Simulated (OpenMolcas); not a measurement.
**Mo⁵⁺ among point charges: CASSCF and CASPT2 levels and susceptibility**

How does a field of 6 point charges split the states of Mo⁵⁺, and what χT follows?

The numbers are computed with OpenMolcas 26.06 (state-averaged CASSCF and CASPT2, spin-orbit coupling by RASSI with atomic mean-field integrals), except any that are marked as measured or tabulated.

## 1. The atom as given

```
Species                           : Mo⁵⁺ (molybdenum, Z = 42, 37 electrons)
Basis                             : ANO-RCC-VDZP [6s5p3d1f], 43 functions
Scalar Hamiltonian                : DKH2, point nucleus
Inactive shells                   : 1s 2s 2p 3s 3p 3d 4s 4p
Active space                      : 1 electron in 5 orbitals (4d)
Some configurations of this space : 4d
Orbitals                          : optimised for each spin and parity, averaged over all roots
```

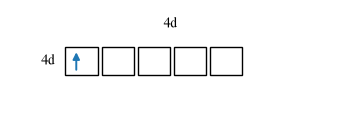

Occupation of the outer shells (arrows by Hund's rule).

The ion sits among 6 point charges of -1.36 e arranged as an octahedron (Oh), 1.89 Å from the ion.

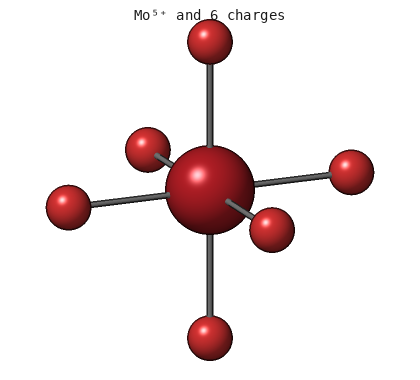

The ion and the point charges (red).

The work runs as a chain of OpenMolcas steps in one folder; each step below is one input file. Labels, J, g values, rates, χT and fits are worked out afterwards by a script from the matrices that RASSI stores. The input lists half of the charges; inversion (Group=XYZ) makes the rest.

## 2. GATEWAY and SEWARD: basis and integrals

The input, a.inp:

```
&GATEWAY
Coord
1

Mo 0.0 0.0 0.0
Basis=ANO-RCC-VDZP
Group=XYZ
NoMove
AngMom=0.0 0.0 0.0
AMFI
XField
3 Angstrom 0
1.890000 0.000000 0.000000 -1.360000
0.000000 1.890000 0.000000 -1.360000
0.000000 0.000000 1.890000 -1.360000
&SEWARD
```

Command:

```console
$ OMP_NUM_THREADS=1 MOLCAS_MEM=1689 MOLCAS_PROJECT=a pymolcas a.inp > a.log
```

Log:

```text
Basis set label: MO.ANO-RCC...6S5P3D1F.

      Electronic valence basis set:
      ------------------
      Associated Effective Charge  42.000000 au
      Associated Actual Charge     42.000000 au
      Nuclear Model: Point charge

      Shell  nPrim  nBasis  Cartesian Spherical Contaminant
         s      21       6        X
         p      18       5        X
         d      13       3                 X
         f       6       1                 X
                  Relativistic Douglas-Kroll-Hess integrals:
                    - DKH order of Hamiltonian: 2
                    - DKH order of Properties : 0
                  Atomic mean-field integrals
```

## 3. Reference wave functions, doublets of even parity, 5 roots

The input, a.inp:

```
&RASSCF
FileOrb=start.orb
Symmetry=1
Spin=2
nActEl=1 0 0
Inactive=9 9
Ras2=5 0
CIRoot=5 5 1
SDav=5
CIMx=300
Iter=120 100
PrWF=0.3
OrbListing=Nothing
MaxOrb=0
>>> COPY $Project.JobIph JOB001
```

start.orb holds the contracted functions of the basis, ordered by shell, or the orbitals of the step before.

Log, shortened:

```text
[...]
      Number of active orbitals                  5
[...]
      Spin quantum number                      0.5
[...]
      Active orbitals                            5   0
[...]
      Number of CSFs                             5
      Number of root(s) required                 5
[...]
      Convergence after  7 iterations
[...]
      Natural orbitals and occupation numbers for root  1
      sym 1:   1.000000   0.000000   0.000000   0.000000   0.000000
      Natural orbitals and occupation numbers for root  2
      sym 1:   0.000000   1.000000   0.000000  -0.000000   0.000000
      Natural orbitals and occupation numbers for root  3
      sym 1:   1.000000   0.000000   0.000000   0.000000   0.000000
::    RASSCF root number  1 Total energy:  -4051.97842673
::    RASSCF root number  2 Total energy:  -4051.97842673
::    RASSCF root number  3 Total energy:  -4051.97842673
::    RASSCF root number  4 Total energy:  -4051.93976245
::    RASSCF root number  5 Total energy:  -4051.93976245
```

## 4. State interaction with spin-orbit coupling

The input, a.inp:

```
&RASSI
NrOfJobIphs=1 5
1 2 3 4 5
IphNames
JOB001
EJob
SpinOrbit
DIPRint=1.0
SOCoupling=1000.0
Subsets=2
Property=9
'ANGMOM' 1 'ANGMOM' 2 'ANGMOM' 3 'MLTPL  1' 1 'MLTPL  1' 2 'MLTPL  1' 3
'AMFI' 1 'AMFI' 2 'AMFI' 3
SOProperty=3
'ANGMOM' 1 'ANGMOM' 2 'ANGMOM' 3
```

Log, shortened:

```text
SPIN-FREE ENERGIES:
  (Shifted by EMIN (a.u.) =      -4051.9784267348)
 SF State       Relative EMIN(au)   Rel lowest level(eV)    D:o, cm**(-1)      L_eff
     1             0.0000000000        0.0000000000              0.0000         2.0
     2             0.0000000000        0.0000000000              0.0000         2.0
     3             0.0000000000        0.0000000000              0.0000         2.0
     4             0.0386642886        1.0521088898           8485.8305         2.0
     5             0.0386642886        1.0521088898           8485.8305         2.0
     Dipole printing threshold changed to   1.00000000E+00
Eigenvalues of complex Hamiltonian:
   -----------------------------------
  (Shifted by EMIN (a.u.) =      -4051.9784267348)
 SO State       Relative EMIN(au)   Rel lowest level(eV)    D:o, cm**(-1)     J-value
     1            -0.0030369261        0.0000000000              0.0000         1.6
     2            -0.0030369261        0.0000000000              0.0000         1.5
     3            -0.0030369261        0.0000000000              0.0000         1.3
     4            -0.0030369261        0.0000000000              0.0000         1.2
     5             0.0045152394        0.2055048930           1657.5087         2.0
     6             0.0045152394        0.2055048930           1657.5087         2.0
     7             0.0394435950        1.1559538665           9323.3967         2.2
     8             0.0394435950        1.1559538665           9323.3967         2.2
     9             0.0394435950        1.1559538665           9323.3967         1.2
    10             0.0394435950        1.1559538665           9323.3967         1.2
Weights of the five most important spin-orbit-free states for each spin-orbit state.
[...]
```

These steps: 1.6 s of run time, 1 thread of Arm Neoverse V1, shared host.

Spin-free states, with their symmetry labels:

| state | degeneracy | E (cm-1) | free-ion L (%) |
| --- | --- | --- | --- |
| 2T2 | 3 | 0 | D (100) |
| 2E | 2 | 8486 | D (100) |

With spin-orbit coupling:

```tsv
E (cm-1)	Degeneracy	Label	2S+1	g
0.0	4	Γ8	2	
1658	2	Γ7	2	2.00 2.00 2.00
9323	4	Γ8	2
```

Principal g values are given for doublets only; a zero marks a field direction without first-order Zeeman splitting.

Powder χT (cm³ K/mol): 0.03 at 2 K, 0.03 at 5 K, 0.04 at 10 K, 0.04 at 20 K, 0.05 at 50 K, 0.06 at 100 K, 0.08 at 150 K, 0.09 at 200 K, 0.11 at 250 K, 0.12 at 300 K.

A ligand-field fit to the states below 45000 cm-1 gives 10Dq = 8486 cm-1, the gap between the two states.

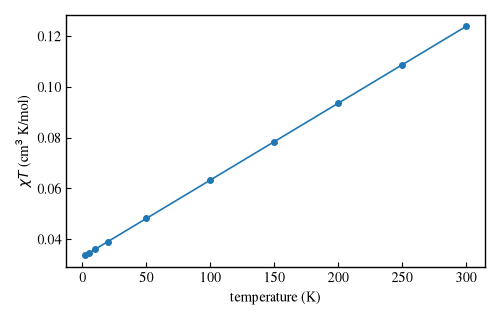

χT against temperature.

Orbitals of the lowest block (energies include the constant potential of the surroundings):

| shell | space | energy (hartree) | mean occupation | ⟨r²⟩ (bohr²) |
| --- | --- | --- | --- | --- |
| 1s | inactive | -738.9066 | 2.000 | 0.00163 |
| 2s | inactive | -107.3536 | 2.000 | 0.0277 |
| 2p | inactive | -95.8083 | 6.000 | 0.0219 |
| 3s | inactive | -19.6309 | 2.000 | 0.208 |
| 3p | inactive | -15.7338 | 6.000 | 0.213 |
| 3d | inactive | -9.3696 | 10.000 | 0.205 |
| 4s | inactive | -2.9660 | 2.000 | 1.37 |
| 4p | inactive | -1.7587 | 6.000 | 1.58 |
| 4d | RAS2 |  | 1.000 | 2.47 |

## 5. CASPT2: IPEA 0.25, imaginary shift 0.1 (closed shells correlated: 4s 4p)

The input, a.inp:

```
>>> COPY JOB001 $Project.JobIph
&CASPT2
Multistate=5 1 2 3 4 5
NoMult
Frozen=8 6
IPEA=0.25
Imaginary=0.1
MaxIter=60
WThr=0.0 0.3 0.05
PrWF=0.5
NoMix
```

Log:

```text
Orbital specifications:
      -----------------------

      Symmetry species                           1   2
                                                ag  au
      Frozen orbitals                            8   6
      Inactive orbitals                          1   3
      Active orbitals                            5   0
      Secondary orbitals                         7  13
      Deleted orbitals                           0   0
      Number of basis functions                 21  22
Type of calculation                        SS-CASPT2
      Fock operator                              state-specific
      IPEA shift                                 0.25
      Real shift                                 0.00
      Imaginary shift                            0.10
      The input orbitals will be transformed to quasi-canonical
Reference energy:       -4051.9784267348
      E2 (Non-variational):      -0.1665594770
      Shift correction:          -0.0000764000
      E2 (Variational):          -0.1666358770
      Total energy:           -4052.1450626118
      Residual norm:              0.0000001414
      Reference weight:           0.96644
      Contributions to the CASPT2 correlation energy
      Active & Virtual Only:         -0.0000000000
      One Inactive Excited:          -0.0359337383
      Two Inactive Excited:          -0.1306257387
Reference energy:       -4051.9784267347
      E2 (Non-variational):      -0.1665572684
      Shift correction:          -0.0000763970
      E2 (Variational):          -0.1666336654
      Total energy:           -4052.1450604000
      Residual norm:              0.0000001433
      Reference weight:           0.96644
      Contributions to the CASPT2 correlation energy
      Active & Virtual Only:         -0.0000000000
      One Inactive Excited:          -0.0359326545
      Two Inactive Excited:          -0.1306246139
::    CASPT2 Root  1     Total energy:  -4052.14506261
::    CASPT2 Root  2     Total energy:  -4052.14506040
::    CASPT2 Root  3     Total energy:  -4052.14506041
::    CASPT2 Root  4     Total energy:  -4052.10648434
::    CASPT2 Root  5     Total energy:  -4052.10654397
```

This run took 0.52 s in all on 1 thread of Arm Neoverse V1, shared host.

SS-CASPT2: lowest energy less the reference's lowest, -0.1666 hartree; reference weights 0.966.

Spin-free states, with their symmetry labels:

| state | degeneracy | E (cm-1) | free-ion L (%) |
| --- | --- | --- | --- |
| 2T2 | 3 | 0 | D (100) |
| 2E | 2 | 8460 | D (100) |

With spin-orbit coupling:

| E (cm-1) | Degeneracy | Label | 2S+1 | g |
| --- | --- | --- | --- | --- |
| 0 | 4 | Γ8 | 2 |  |
| 1660 | 2 | Γ7 | 2 | 2.00 2.00 2.00 |
| 9300 | 4 | Γ8 | 2 |  |

Powder χT (cm³ K/mol): 0.03 at 2 K, 0.03 at 5 K, 0.04 at 10 K, 0.04 at 20 K, 0.05 at 50 K, 0.06 at 100 K, 0.08 at 150 K, 0.09 at 200 K, 0.11 at 250 K, 0.12 at 300 K.

A ligand-field fit to the states below 45000 cm-1 gives 10Dq = 8460 cm-1, the gap between the two states.

## 6. The methods side by side

A. CASSCF
B. SS-CASPT2, IPEA 0.25, imaginary shift 0.1 (closed shells correlated: 4s 4p)

| method | ground state | first state of that spin (cm-1) | first gap with spin-orbit (cm-1) | χT at 300 K |
| --- | --- | --- | --- | --- |
| A | 2T2 | 2E 8486 | 1657.5 | 0.12 |
| B | 2T2 | 2E 8460 | 1658.0 | 0.12 |

## 7. Summary of results

| quantity | value |
| --- | --- |
| method | SS-CASPT2, IPEA 0.25, imaginary shift 0.1 (closed shells correlated: 4s 4p) |
| spin-free ground state | 2T2, 3-fold in its orbital part |
| first state of the same spin within the active space | 2E at 8460 cm⁻¹ |
| lowest level | 4-fold Γ8 |
| next level | 1658.0 cm⁻¹ |
| χT at 300 K | 0.12 cm³ K/mol |
| effective moment at 300 K | 1.00 μB |

Cost by method:

| method | time of its own steps | time with the reference |
| --- | --- | --- |
| A. CASSCF | 1.6 s | 1.6 s |
| B. SS-CASPT2, IPEA 0.25, imaginary shift 0.1, +4s 4p | 0.52 s | 2.1 s |

Times are of one thread on a shared host.

In words: The spin-free ground state (2T2) comes to 100 % from free-ion D terms and keeps the highest spin of the shell. χT at 300 K is 0.12, against 0.38 cm³ K/mol for the spin alone, so orbital moment lowers it. A ligand-field fit to the states below 45000 cm-1 gives 10Dq = 8460 cm-1, the gap between the two states. CASPT2 does not keep the components of a term degenerate, and the means are used. The field of point charges can differ much from that of real complexes. Point charges carry no covalency, so the field is a model and not that of real ligands.
